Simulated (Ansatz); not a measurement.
**RPA@PBE/STO-3G run of S2F2 (Difluorodisulfane)**

What is the energy change on altering one bond length of S2F2 (Difluorodisulfane) at RPA@PBE/STO-3G? 

Program for the calculation: Ansatz 0.2.0.

40 further runs of the same task are left out: 7 that didn't finish, 33 set aside as unsound or not needed.

**1. The system as given**

The species is S2F2 (4 atoms), meant as a singlet with charge 0. As SMILES, `FSSF`. Geometry: relaxed at PBE0-D4/def2-TZVP.

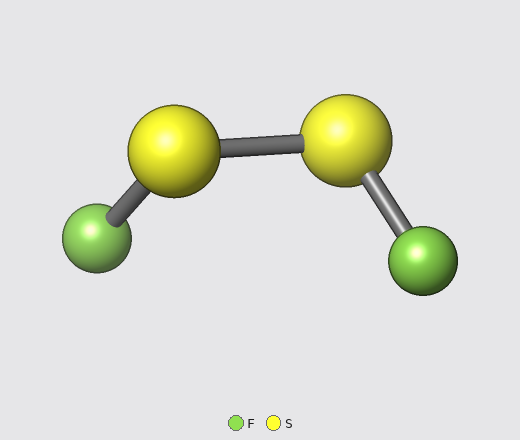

The structure, seen from a chosen angle (fluorine green, sulfur yellow).

**2. The energy at RPA@PBE/STO-3G**

molecule.yaml

```yaml
crystal:
  periodic: [false, false, false]
  atoms:
    - {symbol: F, position_ang: [-1.783750, -0.199930, -0.621590]}
    - {symbol: S, position_ang: [-0.467670, 0.764150, -0.632370]}
    - {symbol: S, position_ang: [1.044990, -0.276390, -0.184720]}
    - {symbol: F, position_ang: [1.206410, -0.287820, 1.438680]}
basis:
  gaussian:
    orbitals: STO-3G
total_charge: 0
hamiltonian:
  xc: {name: PBE}
correlation:
  method: rpa
  frozen_orbitals: {F: 1, S: 5}
accuracy: high
```

Started as:

```bash
ansatz run molecule.yaml --threads 1 --pin off --max-ram 3480MiB --events-out events.jsonl --progress --plain --runs-dir runs
```

The log of the run:

```text
Warning: RAYON_NUM_THREADS=1 ignored (pool sized by the plan → 1); use --threads N
Functional definition: PBE
  name "PBE"
  parameter kappa = 0.804
  parameter beta = 0.06672455060314922
  exchange = pbe_x(kappa = kappa, mu = beta*pi^2/3)
  correlation = pbe_c(beta = beta)
522 factors; integrals over basis functions are off by at most 2.6e-8 eV
mean field evaluation 1: about -26766.6170 eV, gradient 1.5e1 eV
mean field evaluation 2: about -26766.5890 eV, gradient 1.5e1 eV
mean field evaluation 4: about -26767.5983 eV, gradient 1.9e0 eV
mean field evaluation 8: about -26767.6140 eV, gradient 7.5e-3 eV
mean field evaluation 16: about -26767.6140 eV, gradient 5.9e-7 eV
mean field -26767.61395504 eV, -983.6916691075 hartree, gradient 1.9e-8 eV, S^2 0.000000; 0 other end points of the search recorded, 0 dependent functions left out
12 core orbitals not correlated: weight in the atoms' cores, before any rotation towards them, 0.999 or more for the frozen orbitals, at most 0.000 for the correlated occupied ones
reference -26729.27813993 eV, -982.2828538869 hartree; 13, 13 occupied and 3, 3 virtual orbitals, 522 factors
Total energy: -26735.10543414 eV, -982.4970029994 hartree
```

It took 1.8 s on 1 thread of Arm Neoverse V2, shared host; peak memory 0.11 GiB.

**3. The distorted shape, same level**

run.yaml

```yaml
crystal:
  periodic: [false, false, false]
  atoms:
    - {symbol: F, position_ang: [-2.161899, 0.060194, -0.733498]}
    - {symbol: S, position_ang: [-0.845819, 1.024274, -0.744278]}
    - {symbol: S, position_ang: [1.044990, -0.276390, -0.184720]}
    - {symbol: F, position_ang: [1.206410, -0.287820, 1.438680]}
basis:
  gaussian:
    orbitals: STO-3G
hamiltonian:
  xc: {name: PBE}
correlation:
  method: rpa
  frozen_orbitals: {F: 1, S: 5}
accuracy: high
```

Started as:

```bash
ansatz run run.yaml --threads 1 --pin off --max-ram 3480MiB --events-out events.jsonl --progress --plain --runs-dir runs
```

The log of the run, cut to the lines that bear on the results:

```text
Warning: RAYON_NUM_THREADS=1 ignored (pool sized by the plan → 1); use --threads N
[... 6 set-up lines as earlier in the session ...]
505 factors; integrals over basis functions are off by at most 3.1e-8 eV
mean field evaluation 1: about -26767.4683 eV, gradient 9.4e0 eV
mean field evaluation 2: about -26767.4248 eV, gradient 9.5e0 eV
mean field evaluation 4: about -26767.8704 eV, gradient 3.2e0 eV
mean field evaluation 8: about -26767.9103 eV, gradient 1.3e-2 eV
mean field evaluation 16: about -26767.9103 eV, gradient 7.4e-7 eV
mean field -26767.91032095 eV, -983.7025603537 hartree, gradient 3.8e-9 eV, S^2 0.000000; 0 other end points of the search recorded, 0 dependent functions left out
12 core orbitals not correlated: weight in the atoms' cores, before any rotation towards them, 1.000 or more for the frozen orbitals, at most 0.000 for the correlated occupied ones
reference -26728.83630352 eV, -982.2666166986 hartree; 13, 13 occupied and 3, 3 virtual orbitals, 505 factors
Total energy: -26735.62936957 eV, -982.5162572711 hartree
```

It took 1.8 s on 1 thread of Arm Neoverse V2, shared host; peak memory 0.11 GiB.

**4. Results**

At RPA@PBE/STO-3G, 12 core orbitals frozen:

| quantity | value |
| --- | --- |
| first shape: total energy | -982.49700 Eh |
| first shape: RPA correlation energy (valence) | -214.1 mEh |
| distorted shape: total energy | -982.51626 Eh |
| distorted shape: RPA correlation energy (valence) | -249.6 mEh |
| energy change with the S2–S3 bond stretched from 1.890 to 2.362 Å | -0.524 eV |

In words: With the S2–S3 bond stretched from 1.890 to 2.362 Å the energy falls by 0.52 eV (12.1 kcal/mol). The first shape isn't relaxed at this level, so the change isn't measured from a minimum. The minimal basis adds a large error of its own.
